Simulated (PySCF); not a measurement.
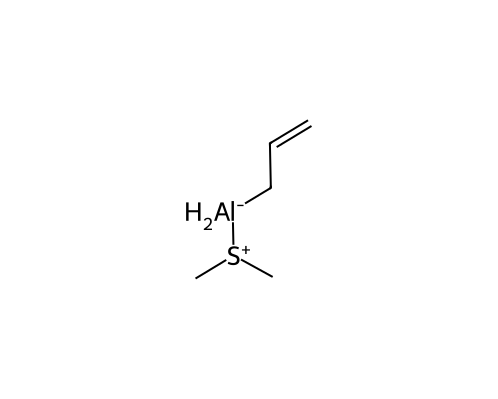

Skeletal drawing of a molecule.

**Write the SMILES.**

C=C[CH2][AlH2-][S+](C)C

**Give the formula, hydrogens included.**

C5H13AlS.

**An optimisation with GFN2-xTB gave a structure of which point group?**

C1. Other conformers may differ.

The parts below concern this one geometry. Atoms keep their numbers from picture to picture. The computed structure is the end point of a GFN2-xTB optimisation. No frequency run is at hand to confirm it as a minimum.

Shape

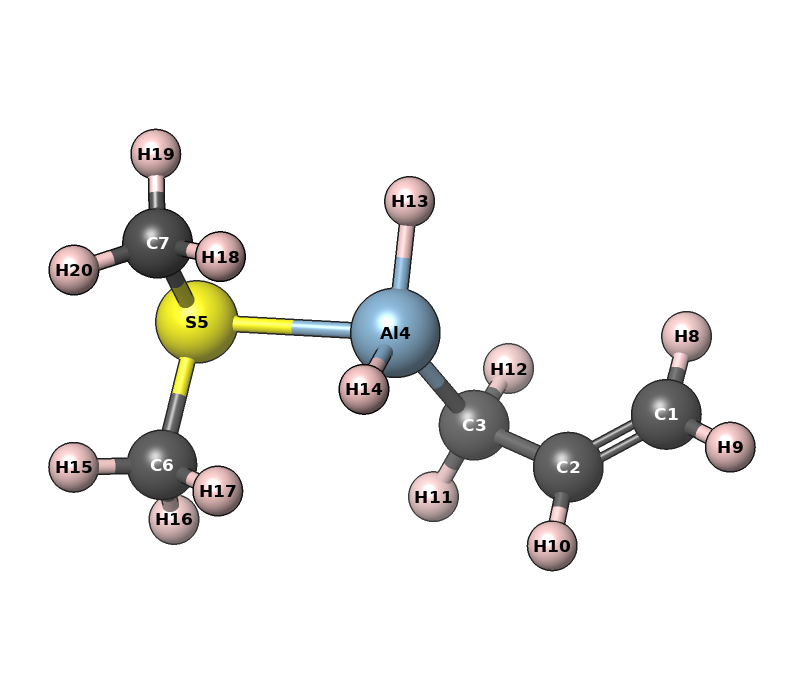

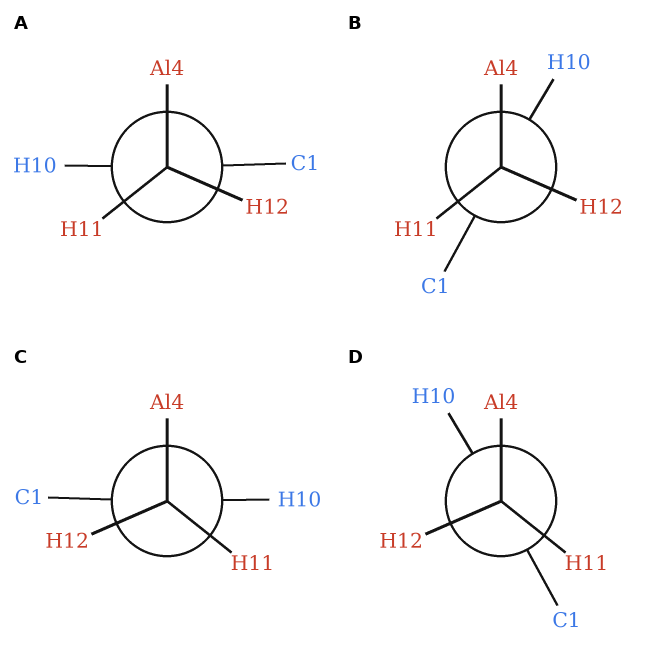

Distant atoms are faded towards the background colour. Bonds that would overlap in a projection are set slightly apart. No frequency run is at hand to confirm it as a minimum.

**Which Newman projection shows the view along C3–C2, with C3 in front?**

C. The torsion angle Al4–C3–C2–C1 is −88°, about perpendicular.

Quadrupole coupling

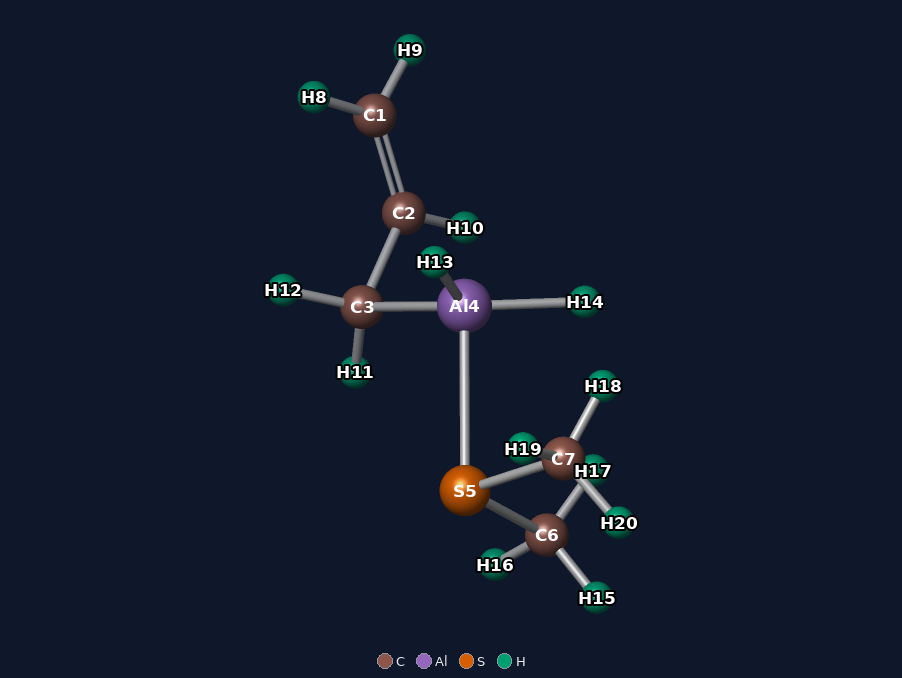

No frequency run is at hand to confirm it as a minimum. Electric field gradients from the ground-state density, PBE0/pcSseg-1 (PySCF 2.14.0), non-relativistic apart from any core potentials.

Give the largest field-gradient component, the quadrupole coupling constant and the asymmetry for 27Al at Al4 (Q = 146.6 mb), 33S at S5 (Q = −67.81 mb), 2H at H8 (Q = 2.86 mb), 2H at H9 (Q = 2.86 mb).

```
atom  V_zz (a.u.)  e²qQ/h (MHz)     η
 Al4        1.024          35.3  0.09
  S5       −2.368          37.7  0.76
  H8        0.337         0.226  0.07
  H9        0.341         0.229  0.07
```

NMR shielding

The questions are on isotropic NMR shieldings of the H atoms. No frequency run is at hand to confirm it as a minimum. Level of theory: GIAO PBE0/pcSseg-1 NMR shielding, non-relativistic, gas phase (PySCF 2.14.0).

**Which H atom is the most shielded (lowest chemical shift)?**

H11 (30.19 ppm).

**Which H atom is the least shielded (highest chemical shift)?**

H10 (25.38 ppm).

**How wide is the range of H shifts?**

4.81 ppm.

Give the isotropic NMR shieldings of the H atoms atom by atom.

```csv
atom,σ (ppm)
H8,26.61
H9,26.82
H10,25.38
H11,30.19
H12,29.68
H13,27.77
H14,28.02
H15,29.72
H16,29.46
H17,28.75
H18,28.68
H19,29.48
H20,29.97
```

Electronic properties

No frequency run is at hand to confirm it as a minimum. Level of theory: PBE0/def2-SVPD, gas phase (PySCF 2.14.0). Excitations: vertical, linear response.

What does the calculation give?

- dipole moment: 4.33 D
- HOMO energy (Kohn–Sham orbital): −6.18 eV
- LUMO energy (Kohn–Sham orbital): 0.02 eV
- HOMO–LUMO gap: 6.20 eV
- mean static polarisability: 115.9 bohr³
- lowest vertical singlet excitation: 5.30 eV
- its oscillator strength: 0.010
- brightest of the 6 lowest singlets: 6.09 eV
- its oscillator strength: 0.24

The geometry is semi-empirical. Around Al such bond lengths and angles can be off by a tenth of an ångström or more and by several degrees, and values that hang on the shape move with them.
